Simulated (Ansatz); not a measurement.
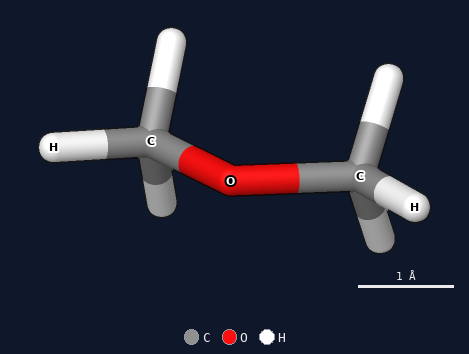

Fig. 1: The structure (stick view, seen at a tilt). Bond lengths as drawn: C–H 1.09 to 1.10 Å and C–O 1.40 Å.

# Single-point calculation, with input and output: C₂H₆O

- system: C₂H₆O
- method: RKS wB97M-V/def2-TZVPPD (Ansatz 0.2.0)

The geometry comes from this level: PBE0-D4/def2-TZVP.

**Log**
```
Functional definition: wB97M-V
  name "wB97M-V"
  cite "Mardirossian & Head-Gordon, J. Chem. Phys. 144, 214110 (2016) doi:10.1063/1.4952647"
  cite "Becke, J. Chem. Phys. 107, 8554 (1997) doi:10.1063/1.475007"
  cite "Vydrov & Van Voorhis, J. Chem. Phys. 133, 244103 (2010) doi:10.1063/1.3521275"
  # Of w^i u^j: cxij and so on, Table III.
  parameter omega = 0.3/bohr
  parameter cx = 0.15
  parameter cx01 = 1.007
  parameter cx10 = 0.259
  parameter css00 = 0.443
  parameter css04 = -1.437
  parameter css10 = -4.535
  parameter css20 = -3.390
  parameter css43 = 4.278
  parameter cos00 = 1.000
  parameter cos10 = 1.358
  parameter cos20 = 2.924
  parameter cos21 = -8.812
  parameter cos60 = -1.390
  parameter cos61 = 9.142
  parameter b = 6.0
  parameter c = 0.01
  gx(w, u) = 1 - cx + cx01*u + cx10*w
  gss(w, u) = css00 + css04*u^4 + css10*w + css20*w^2 + css43*w^4*u^3
  gos(w, u) = cos00 + cos10*w + (cos20 + cos21*u)*w^2 + (cos60 + cos61*u)*w^6
  exchange = spin_sum(e_x_unif_sr(omega)*gx(b97_w, b97_u_x)) + cx*exact_x_sr(omega) + exact_x_lr(omega)
  correlation = spin_sum(e_c_pw_mod_same_spin*gss(b97_w, b97_u_same))
      + integral(e_c_pw_mod_opposite_spin*gos(b97_w_opposite, b97_u_opposite)) + vv10(b, c)
886 factors; their error is unknown
302 factors; integrals over basis functions are off by at most 1.7e-5 eV
mean field evaluation 1: about -4215.1073 eV, gradient 3.8e1 eV
mean field evaluation 2: about -4215.9702 eV, gradient 3.5e1 eV
mean field evaluation 4: about -4218.0558 eV, gradient 1.5e0 eV
mean field evaluation 8: about -4218.0457 eV, gradient 6.3e-1 eV
mean field -4218.04616729 eV, -155.0103375536 hartree, gradient 4.1e-5 eV, S^2 0.000000; 0 other end points of the search recorded, 0 dependent functions left out
reference -4218.04621797 eV, -155.0103394158 hartree; 13, 13 occupied and 203, 203 virtual orbitals, 886 factors
Total energy: -4218.04621797 eV, -155.0103394158 hartree
```

The run was set up as follows.

**Input**
```yaml
crystal:
  periodic: [false, false, false]
  atoms:
    - {symbol: C, position_ang: [-1.263125, -0.236801, -0.103739]}
    - {symbol: O, position_ang: [-0.220666, 0.693020, -0.198427]}
    - {symbol: C, position_ang: [0.859617, 0.198793, -0.939363]}
    - {symbol: H, position_ang: [-1.653279, -0.505529, -1.095732]}
    - {symbol: H, position_ang: [-2.062984, 0.220690, 0.479001]}
    - {symbol: H, position_ang: [-0.937495, -1.158231, 0.400054]}
    - {symbol: H, position_ang: [0.561060, -0.051058, -1.967434]}
    - {symbol: H, position_ang: [1.622572, 0.976941, -0.971736]}
    - {symbol: H, position_ang: [1.288394, -0.701504, -0.476227]}
basis:
  gaussian: {orbitals: "def2-TZVPPD.json"}
hamiltonian: {xc: {name: wB97M-V}}
```

Command:
```bash
ansatz run in.yaml --threads 4 --pin off --events-out ev --progress --plain --max-ram 9574MiB
```

**Key numbers**

| quantity | value |
| --- | --- |
| outcome | converged |
| total energy | −4218.0462 eV |
| SCF solution under orbital rotations | stable |
| hardware | 4 threads of Intel Xeon @ 2.50GHz, 31 GiB of memory available, shared host |
| wall time | 4.6 s (CPU time 17 s) |
| peak memory | 0.55 GiB |
